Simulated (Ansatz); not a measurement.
The calculation's input:

```
crystal:
  periodic: [false, false, false]
  atoms:
    - { symbol: Zn, position_ang: [0.0, 0.0, 0.0] }
    - { symbol: O, position_ang: [0.0, 0.0, 2.14] }
    - { symbol: H, position_ang: [-0.9095, -0.2814, 2.4771] }
    - { symbol: O, position_ang: [0.0, 0.0, -1.79] }
    - { symbol: H, position_ang: [0.2547, -0.9174, -2.1271] }
    - { symbol: Cl, position_ang: [2.3226, -0.6446, 0.8009] }
    - { symbol: H, position_ang: [1.2222, -0.3392, 1.9489] }
basis:
  gaussian: { orbitals: def2-SVP }
hamiltonian:
  xc: hf
relax:
  f_tol: 0.15
  max_steps: 25
  restrain:
    - { distance: [0, 5], at: 2.24, k: 30.0 }
    - { distance: [6, 1], at: 1.01, k: 30.0 }
    - { distance: [0, 1], at: 2.99, k: 30.0 }
    - { distance: [6, 5], at: 2.57, k: 30.0 }
output:
  orbitals: {}
```

Launched as:

```sh
ansatz run input.yaml --threads 1 --pin off --max-ram 2048MiB --backend cpu --events-out ev --progress --plain --runs-dir out
```

The fields are those of the run's last geometry, not of the input's.

Not at a stationary point (largest force 1.3 eV/Å).

Method: RHF/def2-SVP (Ansatz).

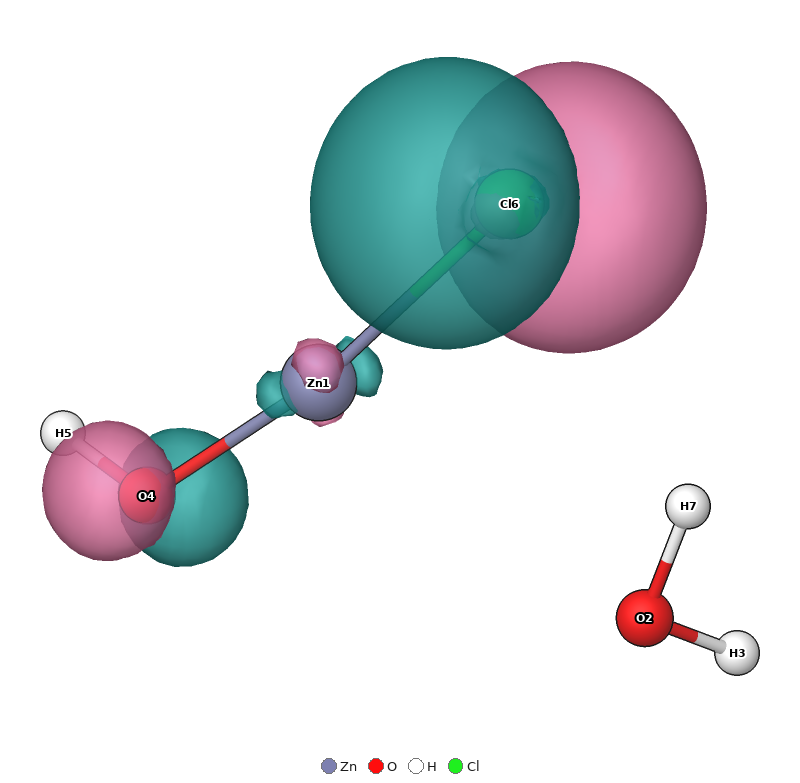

ClHOZn···H2O. The HOMO at ±0.15 Å⁻³ᐟ² (teal and pink are the two phases), seen at a tilt.

> Describe this orbital and give its energy.

It lies mainly on Cl6 (about 85 %) and O4 (about 10 %); largely a lone pair of Cl6. Its energy is −11.74 eV.
